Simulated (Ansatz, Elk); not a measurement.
# Bonding as seen by X-rays: Mg6TlCd

Structure refinements treat a crystal as free atoms side by side. For a made-up structure of Mg6TlCd (cell and positions from a PBE relaxation) the runs below show what the calculated density changes in F(hkl).

Main program and level: Elk 11.2.3 (patched build); DFT, PBE, all-electron APW+lo, Dirac cores, scalar-relativistic bands, static density, no spin.

The structure was built from a prototype and need not be the compound's stable phase.

## (1) Starting point

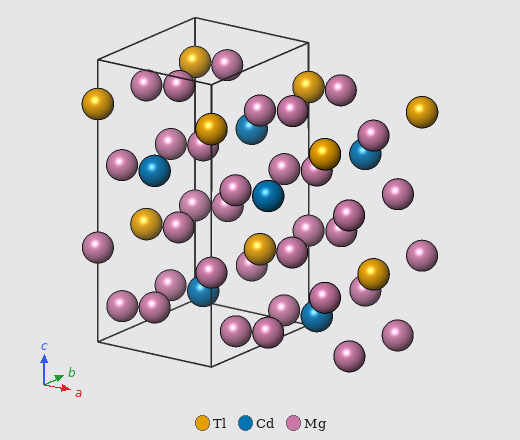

Start, viewed from a free direction; thallium orange, cadmium blue, magnesium pink. 2×1×1 cells are drawn. This picture shows the conventional cell, with its axes. Some periodic images of atoms are drawn too.

## (2) Ground state and structure factors

An all-electron density is needed, since X-rays see the cores too. Task 0 finds the density and task 195 Fourier-transforms it; tshift is off so that phases refer to the origin typed.

elk.in

```
tasks
  0
  195

xctype
  20

spinpol
  .false.

rgkmax
  7.0

gmaxvr
  14.0

lmaxo
  7

lmaxapw
  8

swidth
  0.002

tshift
  .false.

ramdisk
  .false.

hmaxvr
  5.5

maxscl
  120

epspot
  1e-06

sppath
  './'

avec
  9.93174138443 0.00000000000 0.00000000000
  0.00000000000 5.94241147253 10.56255754799
  0.00000000000 -5.94241147253 10.56255754799

atoms
  3
  'Tl.in'
  1
  0.0000000000 0.8428678059 0.8428678059   0.000000 0.000000 0.000000
  'Cd.in'
  1
  0.5000000000 0.6504183206 0.6504183206   0.000000 0.000000 0.000000
  'Mg.in'
  6
  0.5000000000 0.1664114464 0.1664114464   0.000000 0.000000 0.000000
  0.5000000000 0.6608489373 0.1661157685   0.000000 0.000000 0.000000
  0.5000000000 0.1661157685 0.6608489373   0.000000 0.000000 0.000000
  0.0000000000 0.3343057008 0.3343057008   0.000000 0.000000 0.000000
  0.0000000000 0.8378631125 0.3406689080   0.000000 0.000000 0.000000
  0.0000000000 0.3406689080 0.8378631125   0.000000 0.000000 0.000000

ngridk
  4 4 4
```

Command:

```console
$ OMP_NUM_THREADS=4 elk
```

Numbers of over 12 decimals in the logs are rounded to 6 here.

The program printed:

```text
┌─────────────────────────┐
│ Elk code version 11.2.3 │
└─────────────────────────┘

All units are atomic (Hartree, Bohr, etc.)

┌─────────────────────────────────────────────────┐
│ Ground-state run starting from atomic densities │
└─────────────────────────────────────────────────┘

Lattice vectors :
   9.931741384       0.000000000       0.000000000
   0.000000000       5.942411473       10.56255755
   0.000000000      -5.942411473       10.56255755

Reciprocal lattice vectors :
  0.6326368221       0.000000000      -0.000000000
  -0.000000000      0.5286730258      0.2974272698
   0.000000000     -0.5286730258      0.2974272698

Unit cell volume      :    1246.772477
Brillouin zone volume :   0.1989538733

Muffin-tin inner radius fraction :   0.1000000000E-01

Nuclei treated as point charges

Species : 1 (Tl)
 parameters loaded from : Tl.in
 name : thallium
 nuclear charge    :   -81.00000000
 electronic charge :    81.00000000
 atomic mass :    372567.9643
 muffin-tin radius :    2.800000000
 number of radial points in muffin-tin :   1393
 inner part over the whole radius :   0.9893942913E-02
 number on inner part of muffin-tin    :   1000
 approximate nuclear radius :   0.1043008296E-03
 number of mesh points to nuclear radius :    525
 atomic positions (lattice), magnetic fields (Cartesian) :
  1 :   0.00000000  0.84286781  0.84286781    0.00000000  0.00000000  0.00000000

Species : 2 (Cd)
 parameters loaded from : Cd.in
 name : cadmium
 nuclear charge    :   -48.00000000
 electronic charge :    48.00000000
 atomic mass :    204912.7176
 muffin-tin radius :    2.600000000
 number of radial points in muffin-tin :   1193
 inner part over the whole radius :   0.9972693929E-02
 number on inner part of muffin-tin    :    850
 approximate nuclear radius :   0.8708852602E-04
 number of mesh points to nuclear radius :    426
 atomic positions (lattice), magnetic fields (Cartesian) :
  1 :   0.50000000  0.65041832  0.65041832    0.00000000  0.00000000  0.00000000

Species : 3 (Mg)
 parameters loaded from : Mg.in
 name : magnesium
 nuclear charge    :   -12.00000000
 electronic charge :    12.00000000
 atomic mass :    44305.30466
 muffin-tin radius :    2.200000000
 number of radial points in muffin-tin :    793
 inner part over the whole radius :   0.9941530515E-02
 number on inner part of muffin-tin    :    552
 approximate nuclear radius :   0.5710277704E-04
 number of mesh points to nuclear radius :    241
 atomic positions (lattice), magnetic fields (Cartesian) :
  1 :   0.50000000  0.16641145  0.16641145    0.00000000  0.00000000  0.00000000
  2 :   0.50000000  0.66084894  0.16611577    0.00000000  0.00000000  0.00000000
  3 :   0.50000000  0.16611577  0.66084894    0.00000000  0.00000000  0.00000000
  4 :   0.00000000  0.33430570  0.33430570    0.00000000  0.00000000  0.00000000
  5 :   0.00000000  0.83786311  0.34066891    0.00000000  0.00000000  0.00000000
  6 :   0.00000000  0.34066891  0.83786311    0.00000000  0.00000000  0.00000000

Total number of atoms per unit cell :    8
Total muffin-tin volume :    433.1879278
 ratio of muffin-tin to unit cell volume :   0.3474474579

Spin treatment :
 spin-unpolarised

Number of Bravais lattice symmetries :    8
Number of crystal symmetries         :    4
Crystal has no inversion symmetry
Complex Hermitian eigensolver will be used

k-point grid :      4     4     4
k-point offset :    0.000000000       0.000000000       0.000000000
k-point set is reduced with full crystal symmetry group
Total number of k-points :       30

Muffin-tin radius times maximum |G+k| :    7.000000000
 using average radius
Maximum |G+k| for APW functions       :    3.010752688
Maximum (1/2)|G+k|²                   :    4.532315875
Maximum |G| for potential and density :    14.00000000
Constant for pseudocharge density :   10
 order of it for each species :   17  17  17
 order of it for pair densities of each species (exact exchange by exxq0 0: 18) :   14  12   8
Radial integration step length :    1

[...]
correlation                 :     -10.273353666564
 electron entropic           :    -0.92588877851138E-03
 total energy                :     -27088.753765692

Density of states at Fermi energy :    72.36833248
 (states/Hartree/unit cell)

Estimated indirect band gap :   0.1713009176E-02
 from k-point 16 to k-point 16
Estimated direct band gap   :   0.1713009176E-02
 at k-point 16

Charges :
 core                        :    104.0000000
 valence                     :    97.00000000
 interstitial                :    12.03348265
 muffin-tins (core leakage)
  species : 1 (Tl)
[...]
species : 2 (Cd)
[...]
species : 3 (Mg)
[...]
total in muffin-tins        :    188.9665173
 total calculated charge     :    200.9997070
 total charge                :    201.0000000
 error                       :   0.2930296264E-03

RMS change in Kohn-Sham potential (target) :   0.6040237318     (  0.1000000000E-05)
Absolute change in total energy (target)   :    1.526015770     (  0.1000000000E-03)

[... loops 3 to 13 left out ...]

┌──────────────────┐
│ Loop number : 14 │
└──────────────────┘

Energies :
 Fermi                       :     0.158996
 sum of occupied eigenvalues :     -16527.859172870
 electron kinetic            :      30585.551800409
 core electron kinetic       :      29776.661688519
 Coulomb                     :     -57036.727212747
 Coulomb potential           :     -46284.245629740
 nuclear-nuclear             :     -1900.8658667069
 electron-nuclear            :     -64017.365654147
 Hartree                     :      8881.5043081068
 Madelung                    :     -33894.604397877
 xc potential                :     -829.16534353910
 exchange                    :     -625.15382040992
 correlation                 :     -10.277454155104
 electron entropic           :    -0.89012138609682E-03
 total energy                :     -27086.607577024

Density of states at Fermi energy :    67.16857801
 (states/Hartree/unit cell)

Estimated indirect band gap :   0.2057461725E-02
 from k-point 19 to k-point 25
Estimated direct band gap   :   0.2718907149E-02
 at k-point 25

Charges :
 core                        :    104.0000000
 valence                     :    97.00000000
 interstitial                :    11.85078033
 muffin-tins (core leakage)
  species : 1 (Tl)
[...]
species : 2 (Cd)
[...]
species : 3 (Mg)
[...]
total in muffin-tins        :    189.1492197
 total calculated charge     :    200.9997188
 total charge                :    201.0000000
 error                       :   0.2812032517E-03

RMS change in Kohn-Sham potential (target) :   0.1575090468E-06 (  0.1000000000E-05)
Absolute change in total energy (target)   :   0.6162903446E-04 (  0.1000000000E-03)

Convergence targets achieved

┌──────────────────┐
│ Loop number : 15 │
└──────────────────┘

Energies :
 Fermi                       :     0.158997
 sum of occupied eigenvalues :     -16527.859156205
 electron kinetic            :      30585.551813032
 core electron kinetic       :      29776.661697382
 Coulomb                     :     -57036.727210291
 Coulomb potential           :     -46284.245634169
 nuclear-nuclear             :     -1900.8658667069
 electron-nuclear            :     -64017.365644571
 Hartree                     :      8881.5043009869
 Madelung                    :     -33894.604393207
 xc potential                :     -829.16533506832
 exchange                    :     -625.15382025768
 correlation                 :     -10.277454147230
 electron entropic           :    -0.89012151054694E-03
 total energy                :     -27086.607561785

Density of states at Fermi energy :    67.16858822
 (states/Hartree/unit cell)

Estimated indirect band gap :   0.2057462419E-02
 from k-point 19 to k-point 16
Estimated direct band gap   :   0.2718906776E-02
 at k-point 25

Charges :
 core                        :    104.0000000
 valence                     :    97.00000000
 interstitial                :    11.85078036
 muffin-tins (core leakage)
  species : 1 (Tl)
[...]
species : 2 (Cd)
[...]
species : 3 (Mg)
[...]
atom 4                    :    10.46841578     ( -0.9828258563E-07)
   atom 5                    :    10.45719934     ( -0.9828258607E-07)
   atom 6                    :    10.45719934     ( -0.9828258607E-07)
 total in muffin-tins        :    189.1492196
 total calculated charge     :    200.9997188
 total charge                :    201.0000000
 error                       :   0.2812032653E-03

┌──────────────────────────────┐
│ Self-consistent loop stopped │
└──────────────────────────────┘

Warning : core states of species 2 leak from the muffin-tin :   0.2397581774E-03

Wrote STATE.OUT
```

The job ended after 1.8 min (4 threads of Intel Xeon 6975P-C (Granite Rapids), shared host; peak memory 0.36 GiB; 5.3 min of CPU time).

SFACRHO.OUT:

```text

h k l indices transformed by vhmat matrix:
   1.000000000       0.000000000       0.000000000    
   0.000000000       1.000000000       0.000000000    
   0.000000000       0.000000000       1.000000000    

      h      k      l  multipl.   |H|            Re(F)            Im(F)           |F|

      0      0      0      1   0.0000000       201.00000      0.10103341E-15   201.00000    
      0      1      1      1  0.59485454      -35.995832      -27.935396       45.564089    
      0     -1     -1      1  0.59485454      -35.995832       27.935396       45.564089    
      0     -1      0      2  0.60659554       15.616616       82.697727       84.159330    
      0      1      0      2  0.60659554       15.616616      -82.697727       84.159330    
      1      0      0      2  0.63263682       32.103743      0.40765495E-13   32.103743    
     -1     -1     -1      2  0.86837853      -16.278318       91.288902       92.728891    
      1      1      1      2  0.86837853      -16.278318      -91.288902       92.728891    
     -1      0      1      4  0.87646306       56.395920      -27.515327       62.750243    
      1      0     -1      4  0.87646306       56.395920       27.515327       62.750243    
      0      2      1      2   1.0371413      -31.654969      -25.112318       40.406257    
      0     -1     -2      2   1.0371413      -31.654969       25.112318       40.406257    
      0     -1      1      2   1.0573461       94.922082     -0.17640382E-13   94.922082    
      0     -2     -2      1   1.1897091      -111.51809      -26.235258       114.56253    
      0      2      2      1   1.1897091      -111.51809       26.235258       114.56253    
      0      0     -2      2   1.2131911      -64.919050       27.031024       70.321827    
      0      2      0      2   1.2131911      -64.919050      -27.031024       70.321827    
     -1      2      1      4   1.2148627      -89.218826     -0.84500051       89.222828
```

Elk indexes on the primitive cell of elk.in and gives |H| = 4π sin θ/λ in inverse bohr. Below, one row stands for each form hkl of the conventional cell (m members, Friedel mates merged), F is for one primitive cell and the density is static (no thermal factor). Free-atom factors are Waasmaier and Kirfel's, and R is Σm||F|−|F'||/Σm|F|.

```csv
hkl,m,sin θ/λ (Å⁻¹),"abs F, DFT",neutral atoms,diff.,abs of complex diff.
002,2,0.089,45.564,45.578,-0.013,0.017
011,4,0.091,84.159,84.227,-0.068,0.068
100,2,0.095,32.104,32.062,+0.041,0.041
102,4,0.131,92.729,92.743,-0.015,0.025
111,8,0.132,62.750,62.733,+0.017,0.028
013,4,0.156,40.406,40.360,+0.047,0.063
020,2,0.159,94.922,94.879,+0.043,0.043
004,2,0.179,114.562,114.875,-0.313,0.334
022,4,0.182,70.322,70.551,-0.229,0.271
113,8,0.183,89.223,89.261,-0.038,0.039
120,4,0.185,30.245,30.219,+0.026,0.026
200,2,0.190,161.727,162.385,-0.658,0.658
104,4,0.203,116.267,116.876,-0.609,0.614
122,8,0.206,145.384,146.168,-0.784,0.786
202,4,0.210,40.981,41.005,-0.024,0.059
211,8,0.211,74.128,74.267,-0.139,0.146
015,4,0.237,87.567,87.772,-0.205,0.205
024,4,0.239,68.702,68.838,-0.136,0.138
```

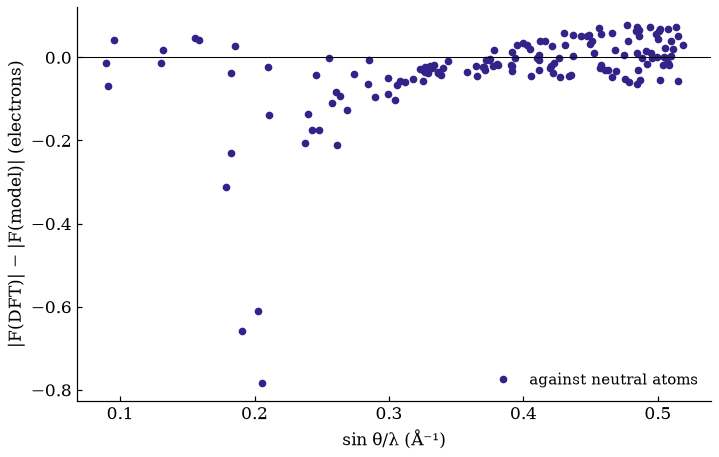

Difference between the calculated structure factors and the independent-atom ones.

## (3) The highest occupied states alone

An energy window below the Fermi level keeps the highest occupied states, to see at which angles they scatter; shallow core shells can lie inside it and anion s states outside. No new self-consistency is needed.

Changes to elk.in since step 2:

```diff
@@ -1,3 +1,2 @@
 tasks
-  0
   195
@@ -40,2 +39,5 @@
 
+wsfac
+  -0.392240 0.459000
+
 sppath
```

Command:

```console
$ OMP_NUM_THREADS=4 elk
```

The program printed:

```text
┌─────────────────────────────────┐
│ Elk code version 11.2.3 started │
└─────────────────────────────────┘

Info(readinput): the functional depends on the density's gradient
 muffin-tin radial points multiplied by    2.00000
 (not where nrmtscf is given)

┌────────────────────┐
│ Current task : 195 │
└────────────────────┘

Info(sfacrho): density structure factors written to SFACRHO.OUT

 Energy window :  -0.3922400000      0.4590000000

┌──────────────────┐
│ Elk code stopped │
└──────────────────┘
```

Wall time 22 s (4 threads); peak memory 0.24 GiB.

States within 15 eV below the Fermi level hold 37.00 electrons; any levels below the window count with the cores. Their amplitudes can exceed the total, where window and core parts have opposite phase:

```
hkl  sin θ/λ (Å⁻¹)  abs F, window  abs F, all
002          0.089          6.435      45.564
011          0.091         14.981      84.159
100          0.095          0.497      32.104
102          0.131         14.937      92.729
111          0.132          9.098      62.750
013          0.156          3.517      40.406
020          0.159         14.030      94.922
004          0.179          9.544     114.562
022          0.182          4.361      70.322
113          0.183         11.892      89.223
```

## (4) Another functional

The difference from free atoms is small, so it is set against the change that LDA (Perdew-Wang) makes.

Changes to elk.in since step 3:

```diff
@@ -1,2 +1,3 @@
 tasks
+  0
   195
@@ -4,3 +5,3 @@
 xctype
-  20
+  3
 
@@ -39,5 +40,2 @@
 
-wsfac
-  -0.392240 0.459000
-
 sppath
```

Command:

```console
$ OMP_NUM_THREADS=4 elk
```

The program printed:

```text
┌─────────────────────────┐
│ Elk code version 11.2.3 │
└─────────────────────────┘

All units are atomic (Hartree, Bohr, etc.)

┌─────────────────────────────────────────────────┐
│ Ground-state run starting from atomic densities │
└─────────────────────────────────────────────────┘

Lattice vectors :
   9.931741384       0.000000000       0.000000000
   0.000000000       5.942411473       10.56255755
   0.000000000      -5.942411473       10.56255755

Reciprocal lattice vectors :
  0.6326368221       0.000000000      -0.000000000
[...]
species : 1 (Tl)
[...]
species : 2 (Cd)
[...]
species : 3 (Mg)
[...]
atom 5                    :    10.46892182     ( -0.1573064652E-05)
   atom 6                    :    10.46892182     ( -0.1573064652E-05)
 total in muffin-tins        :    189.2679913
 total calculated charge     :    200.9997363
 total charge                :    201.0000000
 error                       :   0.2636809898E-03

┌──────────────────────────────┐
│ Self-consistent loop stopped │
└──────────────────────────────┘

Warning : core states of species 2 leak from the muffin-tin :   0.2405440686E-03

Wrote STATE.OUT
[key lines of the parts left out:]
total energy                :     -27065.694999236
```

Elapsed: 91 s, on 4 threads; peak memory 0.28 GiB.

Against the first run R = 0.04 %; the largest change is -0.122 at 040.

## (5) Basis size

The basis and the expansions that go with it are enlarged, to see whether the differences are converged.

Changes to elk.in since step 4:

```diff
@@ -5,3 +5,3 @@
 xctype
-  3
+  20
 
@@ -11,12 +11,12 @@
 rgkmax
-  7.0
+  8.5
 
 gmaxvr
-  14.0
+  18.0
 
 lmaxo
-  7
+  9
 
 lmaxapw
-  8
+  10
```

Command:

```console
$ OMP_NUM_THREADS=4 elk
```

The program printed:

```text
┌─────────────────────────┐
│ Elk code version 11.2.3 │
└─────────────────────────┘

All units are atomic (Hartree, Bohr, etc.)

┌─────────────────────────────────────────────────┐
│ Ground-state run starting from atomic densities │
└─────────────────────────────────────────────────┘

Lattice vectors :
   9.931741384       0.000000000       0.000000000
   0.000000000       5.942411473       10.56255755
   0.000000000      -5.942411473       10.56255755

Reciprocal lattice vectors :
  0.6326368221       0.000000000      -0.000000000
[...]
species : 1 (Tl)
[...]
species : 2 (Cd)
[...]
species : 3 (Mg)
[...]
atom 5                    :    10.45826627     ( -0.9828258696E-07)
   atom 6                    :    10.45826627     ( -0.9828258696E-07)
 total in muffin-tins        :    189.1604891
 total calculated charge     :    200.9997239
 total charge                :    201.0000000
 error                       :   0.2761270251E-03

┌──────────────────────────────┐
│ Self-consistent loop stopped │
└──────────────────────────────┘

Warning : core states of species 2 leak from the muffin-tin :   0.2398918146E-03

Wrote STATE.OUT
[key lines of the parts left out:]
total energy                :     -27086.619853899
```

Run time: 5.8 min. Hardware: 4 threads; peak memory 0.71 GiB; 19 min of CPU time.

Against the first run R = 0.00 %; the largest change is -0.005 at 308.

## (6) Settings against the effect

```csv
run,R against the first run (%),"R against neutral atoms, low angle (%)",wall time
"PBE, rgkmax 7",0.00,0.20,1.8 min
LDA (Perdew-Wang),0.04,0.21,91 s
rgkmax 8.5 with larger expansions,0.00,0.20,5.8 min
```

## (7) Outcome

| Item | Value |
| --- | --- |
| R against neutral atoms, sin θ/λ < 0.3 Å⁻¹ | 0.20 % |
| R against neutral atoms, 0.3 to 0.52 Å⁻¹ | 0.06 % |

Independent neutral atoms miss the calculated amplitudes by R = 0.20 % below 0.3 Å⁻¹ and 0.06 % from there to 0.52 Å⁻¹; by shells, 0.04 % below 0.15 Å⁻¹ (5 forms), 0.22 % 0.15 to 0.3 (28 forms), 0.05 % 0.3 to 0.45 (65 forms), 0.06 % above 0.45 (51 forms). Bonding, aspherical density and the tables' own atoms all enter these figures, and the runs don't part them. The largest change of an amplitude is -0.78 electrons, at 122. R counts amplitudes alone; phases shift too. The window's part falls from 37.0 electrons at the origin to at most 0.74 between 0.45 and 0.52 Å⁻¹. The window holds more than the 27 outer electrons of the free atoms, so shallow core shells lie inside it. Below 0.3 Å⁻¹ the changes that finished (LDA (Perdew-Wang) and rgkmax 8.5 with larger expansions) move F by R = 0.02 % at most, against the 0.20 % that separates it from free atoms. The k-mesh has no finished test. Spin-orbit coupling is left out, which can matter for elements this heavy. Part of the difference isn't bonding: the tables are fits to free atoms and ions calculated by other methods than this functional. Thermal motion, anomalous dispersion and extinction are left out.

[Logs are printed without paths, hosts, clocks, repeated set-up lines and the standing remarks that a program may print on its own settings, such as how far it seeks lower states.]

[Hosts, paths, dates, database ids (printed as entryN), source tags and the programs' standing remarks are cut or masked in the printed files.]
